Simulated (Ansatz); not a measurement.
**H5N2Si···Br: density, localisation and related maps**

```xyz
9

Si    0.7816    1.3786    0.2490
Br   -1.3027   -1.9791   -0.8081
H     0.0186   -1.0667    0.2830
N     0.7025   -0.4256    0.8804
N    -0.4604    1.1843   -0.8533
H     0.3605   -0.4642    1.8394
H     1.6208   -0.8647    0.8886
H    -0.7717    1.9449   -1.4389
H    -0.9493    0.2923   -1.0403
```

The product side of a reaction path; geometry: PBE0-D4/def2-TZVP.

These are results of Ansatz, RKS PBE0-D4/def2-TZVPP, not measurements.

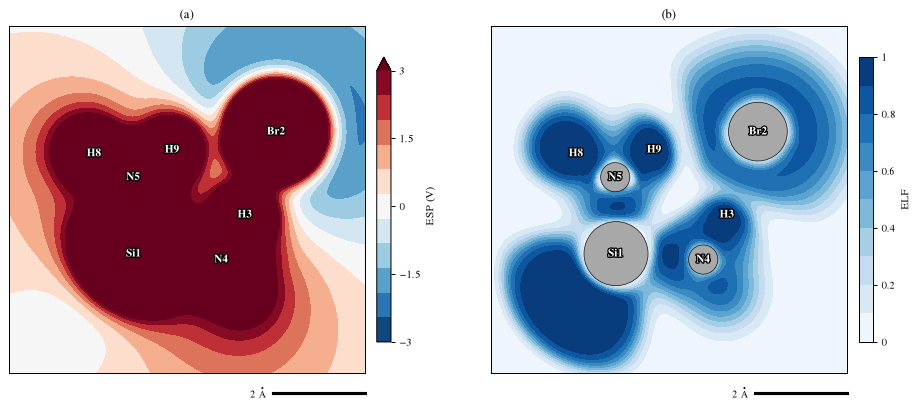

Figure 1. (a) molecular electrostatic potential; (b) electron localisation function on the plane of atoms Si1, N5 and H9. Grey discs cover the atomic cores in the ELF map.

### Interpret the plot.

The section cuts through Si, Br, H and N sites.
Br2···H3 (1.94 Å): the ELF climbs to about 0.90 towards the hydrogen, as it does in any bond to H.
Si–N (1.67 Å): the ELF peaks at about 0.90 between the atoms: a polar covalent bond.
N–H (1.01 Å): the ELF climbs to about 1 towards the hydrogen: an ordinary covalent bond to hydrogen.
Si–N (1.91 Å): the ELF peaks at about 0.95 between the atoms: a shared but strongly polarised pair.
The ELF also peaks beside Si1, away from the bonds: lone-pair regions.
Outside the dense part of the complex the potential is most negative (−2.0 V) near Br2.

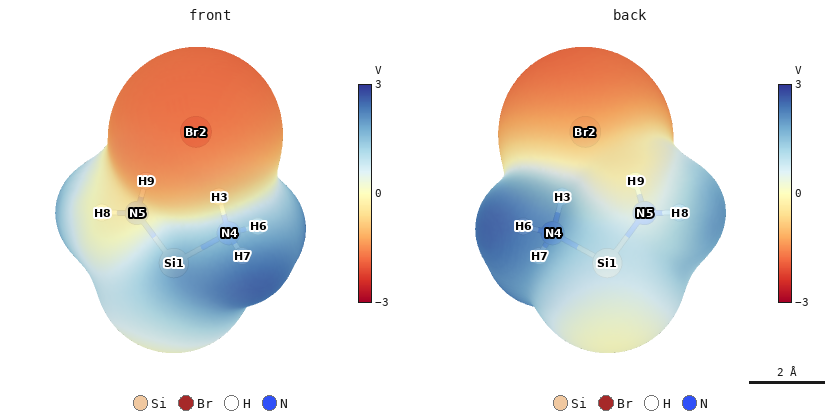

Figure 2. The molecular electrostatic potential painted on the density surface at 0.001 e/bohr³, seen from the front and from behind; red is negative and blue positive.

### Which sites attract a positive test charge, and which a negative one?

A positive charge is drawn to the negative regions and a negative charge to the positive ones. The most negative region (about −1.8 V) lies over Br2, the most positive (about +2.6 V) over H6 and H7.

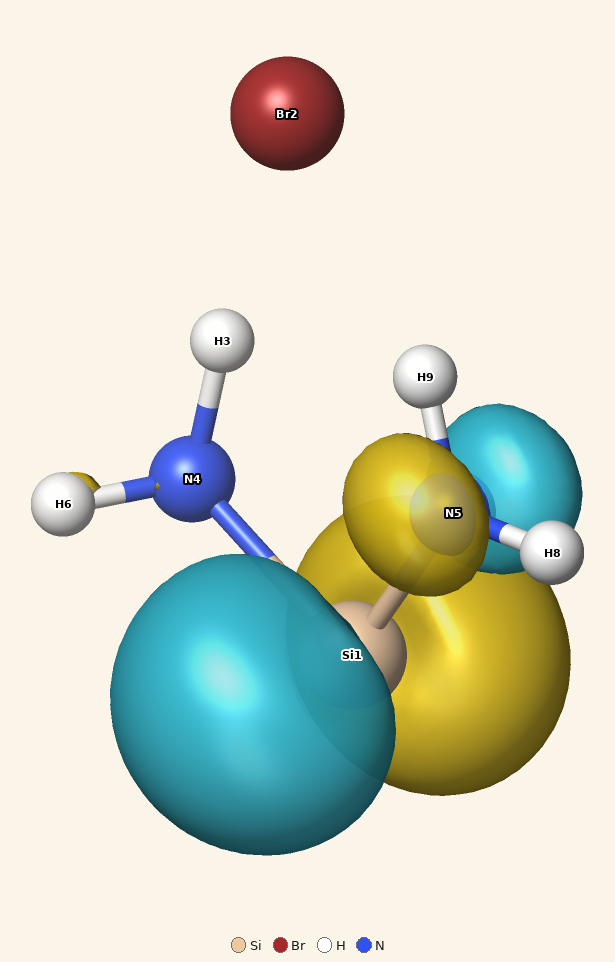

Figure 3. One frontier orbital at ±0.15 Å⁻³ᐟ² (yellow and cyan are the two phases), seen at an oblique angle.

### Which orbital is it: HOMO or LUMO?

The LUMO, at −2.38 eV. Its weight (Hirshfeld) is mainly on Si1 (about 75 %) and N5 (about 15 %).
